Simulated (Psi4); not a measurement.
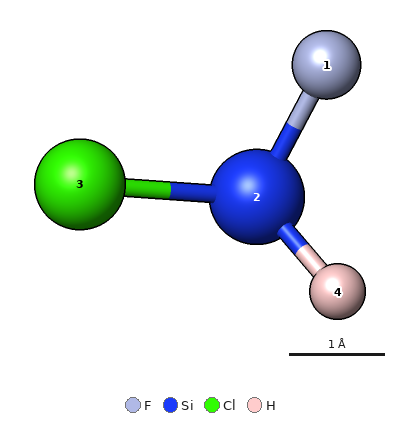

Figure 1. The structure as given in the input (ball-and-stick view, seen on its broad side; atoms are numbered from 1 in the order of the input). Bond lengths as drawn: Cl–Si 2.01 Å, F–Si 1.62 Å and H–Si 1.45 Å.

Run report: SiHClF, property calculation (part 1 of 2)

- system: SiHClF, multiplicity 2, SMILES F[SiH]Cl
- method: M06-L/cc-pV5Z, UKS (Psi4 1.11)

The geometry comes from this level: GFN2-xTB.

**The program's output**
```
Psi4 1.11 release

   => Loading Basis Set <=

    Name: CC-PV5Z
    Role: ORBITAL
    Keyword: BASIS

         ---------------------------------------------------------
                                   SCF
                              UKS Reference
                        1 Threads,   1525 MiB Core
         ---------------------------------------------------------

  ==> Geometry <==

    Molecular point group: c1
    Full point group: C1

    Geometry (in Bohr), charge = 0, multiplicity = 2:

       Center              X                  Y                   Z               Mass
    ------------   -----------------  -----------------  -----------------  -----------------
         F           -2.684044338989     0.053473341565     1.727448644074    18.998403162730
         SI          -1.194826768989     0.278539721565    -0.936951805926    27.976926534650
         CL           2.466555401011    -0.332654398435    -0.137767735926    34.968852682000
         H           -1.818247408989     2.802023301565    -1.774270555926     1.007825032230

  Running in c1 symmetry.

  Rotational constants: A =      0.74253  B =      0.14489  C =      0.12351 [cm^-1]
  Rotational constants: A =  22260.38083  B =   4343.60018  C =   3702.82769 [MHz]
  Nuclear repulsion =  141.879665284982593

  Charge       = 0
  Multiplicity = 2
  Electrons    = 41
  Nalpha       = 21
  Nbeta        = 20

  ==> Algorithm <==

  SCF Algorithm Type is DF.
  DIIS enabled.
  MOM disabled.
  Fractional occupation disabled.
  Guess Type is SAD.
  Energy threshold   = 1.00e-06
  Density threshold  = 1.00e-06
  Integral threshold = 1.00e-12

  ==> Primary Basis <==

  Basis Set: CC-PV5Z
    Blend: CC-PV5Z
    Number of shells: 82
    Number of basis functions: 336
    Number of Cartesian functions: 456
    Spherical Harmonics?: true
    Max angular momentum: 5

  ==> DFT Potential <==

   => LibXC <=

    Version 7.1.2

   => Composite Functional: M06-L <=

    M06-L Meta-GGA XC Functional

    Deriv               =              1
    GGA                 =           TRUE
    Meta                =           TRUE

    Exchange Hybrid     =          FALSE
    MP2 Hybrid          =          FALSE

   => Exchange Functionals <=

    1.0000   XC_MGGA_X_M06_L

   => Correlation Functionals <=

    1.0000   XC_MGGA_C_M06_L

   => LibXC Density Thresholds  <==

    XC_MGGA_C_M06_L:  1.00E-12
    XC_MGGA_X_M06_L:  1.00E-15

   => Molecular Quadrature <=

    Radial Scheme          =       TREUTLER
    Pruning Scheme         =           NONE
    Nuclear Scheme         =       TREUTLER

    Blocking Scheme        =         OCTREE
    BS radius alpha        =              1
    Pruning alpha          =              1
    Radial Points          =             99
    Spherical Points       =            590
    Total Points           =         224605
    Total Blocks           =           1695
    Max Points             =            256
    Max Functions          =            330
    Weights Tolerance      =       1.00E-15

   => Loading Basis Set <=

    Name: (CC-PV5Z AUX)
    Role: JKFIT
    Keyword: DF_BASIS_SCF

  ==> Integral Setup <==

  DFHelper Memory: AOs need 0.517 GiB; user supplied 0.517 GiB.
  SCF_SUBTYPE=INCORE selected. In-core MEM_DF algorithm will be used.
  Using in-core AOs.

  ==> MemDFJK: Density-Fitted J/K Matrices <==

    J tasked:                   Yes
    K tasked:                    No
    wK tasked:                   No
    Memory [MiB]:               529
    Algorithm:                 Core
    Schwarz Cutoff:           1E-12
    Mask sparsity (%):       3.2774
    Fitting Condition:        1E-10

   => Auxiliary Basis Set <=

  Basis Set: (CC-PV5Z AUX)
    Blend: CC-PV5Z-JKFIT
    Number of shells: 135
    Number of basis functions: 591
    Number of Cartesian functions: 844
    Spherical Harmonics?: true
    Max angular momentum: 6

  Cached 14.3% of DFT collocation blocks in 0.581 [GiB].

  Minimum eigenvalue in the overlap matrix is 5.9939218913E-05.
  Reciprocal condition number of the overlap matrix is 8.9317404459E-06.
    Using symmetric orthogonalization.

  ==> Pre-Iterations <==

  SCF Guess: Superposition of Atomic Densities via on-the-fly atomic UHF (no occupation information).

   -------------------------
    Irrep   Nso     Nmo
   -------------------------
     A        336     336
   -------------------------
    Total     336     336
   -------------------------

  ==> Iterations <==

                           Total Energy        Delta E     RMS |[F,P]|

   @DF-UKS iter SAD:  -849.94966837053107   -8.49950e+02   0.00000e+00
   @DF-UKS iter   1:  -850.16737077886546   -2.17702e-01   1.76628e-03 DIIS/ADIIS
   @DF-UKS iter   2:  -850.01900479296182    1.48366e-01   2.62094e-03 DIIS/ADIIS
   @DF-UKS iter   3:  -850.24944198355161   -2.30437e-01   6.64119e-04 DIIS/ADIIS
   @DF-UKS iter   4:  -850.26445010887392   -1.50081e-02   1.22884e-04 DIIS/ADIIS
   @DF-UKS iter   5:  -850.26485333630535   -4.03227e-04   6.92126e-05 DIIS
   @DF-UKS iter   6:  -850.26494739994985   -9.40636e-05   2.03067e-05 DIIS
   @DF-UKS iter   7:  -850.26495845491559   -1.10550e-05   8.35606e-06 DIIS
   @DF-UKS iter   8:  -850.26496150924345   -3.05433e-06   2.71067e-06 DIIS
   @DF-UKS iter   9:  -850.26496177912054   -2.69877e-07   1.28850e-06 DIIS
   @DF-UKS iter  10:  -850.26496183839288   -5.92723e-08   5.02028e-07 DIIS
  Energy and wave function converged.

  ==> Post-Iterations <==

   Electrons on quadrature grid:
      Nalpha   =   20.9999996404 ; deviation = -3.596e-07
      Nbeta    =   19.9999996665 ; deviation = -3.335e-07
      Ntotal   =   40.9999993069 ; deviation = -6.931e-07

   @Spin Contamination Metric:   2.405050077E-03
   @S^2 Expected:                7.500000000E-01
   @S^2 Observed:                7.524050501E-01
   @S   Expected:                5.000000000E-01
   @S   Observed:                5.000000000E-01

    Orbital Energies [Eh]
    ---------------------

    Alpha Occupied:

       1A   -101.197372     2A    -65.893820     3A    -24.497725
       4A     -9.426168     5A     -7.131360     6A     -7.126064
       7A     -7.125549     8A     -5.305889     9A     -3.616968
      10A     -3.615881    11A     -3.613230    12A     -1.171773
      13A     -0.818994    14A     -0.526136    15A     -0.431386
      16A     -0.421397    17A     -0.404817    18A     -0.361037
      19A     -0.335498    20A     -0.326329    21A     -0.211087

    Alpha Virtual:

      22A     -0.021165    23A      0.000732    24A      0.044182
      25A      0.078366    26A      0.088514    27A      0.097254
      28A      0.117462    29A      0.130731    30A      0.159485
      31A      0.174213    32A      0.186929    33A      0.221252
      34A      0.234507    35A      0.245907    36A      0.256681
      37A      0.301443    38A      0.306574    39A      0.349769
      40A      0.382420    41A      0.406388    42A      0.427783
      43A      0.445102    44A      0.455578    45A      0.459645
      46A      0.488452    47A      0.499690    48A      0.523984
      49A      0.541119    50A      0.575688    51A      0.581069
      52A      0.597947    53A      0.610533    54A      0.632934
      55A      0.647951    56A      0.675942    57A      0.688876
      58A      0.700823    59A      0.721413    60A      0.757168
      61A      0.766556    62A      0.806279    63A      0.855913
      64A      0.905088    65A      0.948003    66A      1.004371
      67A      1.015015    68A      1.021853    69A      1.048850
      70A      1.054989    71A      1.079567    72A      1.091390
      73A      1.132472    74A      1.150500    75A      1.155495
      76A      1.203523    77A      1.213000    78A      1.250769
      79A      1.317690    80A      1.341966    81A      1.350823
      82A      1.360164    83A      1.393150    84A      1.395734
      85A      1.427903    86A      1.452265    87A      1.483317
      88A      1.502261    89A      1.517601    90A      1.533413
      91A      1.564559    92A      1.573621    93A      1.594302
      94A      1.599107    95A      1.601023    96A      1.632440
      97A      1.639660    98A      1.670432    99A      1.675522
     100A      1.710537   101A      1.747745   102A      1.755440
     103A      1.828900   104A      1.893672   105A      1.932091
     106A      1.959864   107A      2.033937   108A      2.089407
     109A      2.144029   110A      2.169959   111A      2.189413
     112A      2.243449   113A      2.328984   114A      2.391356
     115A      2.418948   116A      2.456496   117A      2.501637
     118A      2.542804   119A      2.549981   120A      2.579827
     121A      2.590070   122A      2.605069   123A      2.657942
     124A      2.667923   125A      2.692211   126A      2.695137
     127A      2.738355   128A      2.749540   129A      2.769372
     130A      2.831084   131A      2.893154   132A      2.918449
     133A      2.985540   134A      3.005449   135A      3.032628
     136A      3.053861   137A      3.108086   138A      3.136142
     139A      3.169219   140A      3.183334   141A      3.204350
     142A      3.223319   143A      3.299369   144A      3.311414
     145A      3.376815   146A      3.404662   147A      3.411688
     148A      3.432047   149A      3.462113   150A      3.497116
     151A      3.556780   152A      3.593001   153A      3.646931
     154A      3.676477   155A      3.724763   156A      3.744156
     157A      3.771288   158A      3.791983   159A      3.798503
     160A      3.824807   161A      3.834218   162A      3.844711
     163A      3.856597   164A      3.869738   165A      3.908580
     166A      3.920569   167A      3.949300   168A      3.993816
     169A      4.008948   170A      4.041198   171A      4.079705
     172A      4.129366   173A      4.137874   174A      4.180418
     175A      4.207299   176A      4.254054   177A      4.296558
     178A      4.313564   179A      4.376418   180A      4.389284
     181A      4.440246   182A      4.460400   183A      4.497146
     184A      4.607237   185A      4.734758   186A      4.799774
     187A      4.922981   188A      4.964316   189A      5.020250
     190A      5.059513   191A      5.092998   192A      5.142154
     193A      5.171694   194A      5.233565   195A      5.283731
     196A      5.437000   197A      5.548271   198A      5.557935
     199A      5.785386   200A      5.822694   201A      5.902738
     202A      6.007243   203A      6.066446   204A      6.078971
     205A      6.080274   206A      6.089317   207A      6.092786
     208A      6.113491   209A      6.129774   210A      6.163846
     211A      6.165449   212A      6.167047   213A      6.189465
     214A      6.200847   215A      6.218602   216A      6.267077
     217A      6.291018   218A      6.350407   219A      6.417281
     220A      6.450857   221A      6.551234   222A      6.659617
     223A      6.751797   224A      6.758339   225A      6.765364
     226A      6.799623   227A      6.844078   228A      6.873444
     229A      6.918298   230A      6.992042   231A      7.091819
     232A      7.132360   233A      7.195830   234A      7.211422
     235A      7.268461   236A      7.338957   237A      7.441587
     238A      7.450306   239A      7.601181   240A      7.615485
     241A      7.663138   242A      7.689418   243A      7.937329
     244A      8.029020   245A      8.126536   246A      8.238465
     247A      8.302467   248A      8.506145   249A      8.670213
     250A      9.194935   251A      9.218624   252A      9.625534
     253A      9.668755   254A     10.131429   255A     10.142749
     256A     10.176529   257A     10.351464   258A     10.469474
     259A     10.494110   260A     10.532941   261A     10.546933
     262A     10.619467   263A     10.765565   264A     10.824181
     265A     10.916224   266A     11.171577   267A     12.903555
     268A     12.917498   269A     13.079935   270A     13.086151
     271A     13.183080   272A     13.185196   273A     13.235301
     274A     13.356000   275A     13.390227   276A     13.495479
     277A     13.548092   278A     13.695835   279A     13.725857
     280A     13.883296   281A     13.947096   282A     14.009257
     283A     14.289931   284A     14.303487   285A     14.496411
     286A     14.577927   287A     14.654989   288A     14.757030
     289A     15.071881   290A     15.188470   291A     15.276284
     292A     16.341512   293A     18.398367   294A     18.406680
     295A     18.412621   296A     18.412999   297A     18.419048
     298A     18.426188   299A     18.435267   300A     18.459468
     301A     18.480391   302A     18.495806   303A     18.510375
     304A     18.548631   305A     18.606753   306A     18.693549
     307A     18.786790   308A     19.640620   309A     19.752282
     310A     23.782634   311A     23.783332   312A     23.844661
     313A     23.857951   314A     23.998551   315A     24.027105
     316A     24.142349   317A     24.184912   318A     24.255334
     319A     25.205711   320A     25.215473   321A     25.486676
     322A     25.514720   323A     25.926930   324A     25.952567
     325A     26.042061   326A     28.501949   327A     28.531698
     328A     28.738065   329A     28.799137   330A     29.029677
     331A     36.684436   332A     36.724291   333A     37.438066
     334A     44.247426   335A     77.201369   336A     77.613504

    Beta Occupied:

       1A   -101.196512     2A    -65.890103     3A    -24.495641
       4A     -9.425569     5A     -7.130043     6A     -7.124953
       7A     -7.124678     8A     -5.303232     9A     -3.613684
      10A     -3.611382    11A     -3.608287    12A     -1.167181
      13A     -0.814087    14A     -0.511507    15A     -0.423367
      16A     -0.415625    17A     -0.394406    18A     -0.353060
      19A     -0.328497    20A     -0.323188

    Beta Virtual:
```
